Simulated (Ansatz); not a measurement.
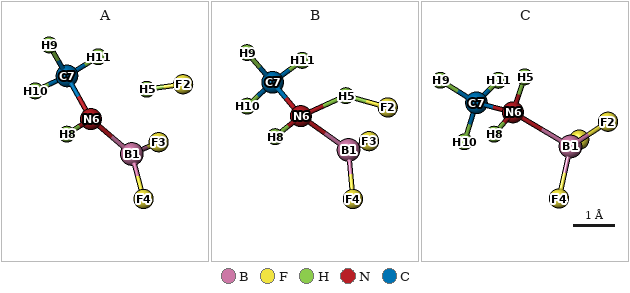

3 geometries from a converged minimum-energy path of CH₅BF₃N, shuffled. The picture is a ball-and-stick view, seen from a free direction.

The calculation used RKS B3LYP/def2-SVP in Ansatz 0.2.0. Settings: 7 movable images; climbing image; force threshold 0.05 eV/Å; iteration limit 60; starting path through a guess of the saddle point.

Which of them lies highest in energy?

B. In order along the path, whose images run from 0 to 8: C (image 2, +3.2 kJ/mol), B (image 5, +160.5 kJ/mol), A (image 7, +123.5 kJ/mol). Breaking: B1–F2 (1.37 → 1.81 at the top → 2.89 Å), H5–N6 (1.02 → 1.41 at the top → 1.82 Å). Forming: F2–H5 (2.56 → 1.08 at the top → 0.94 Å).
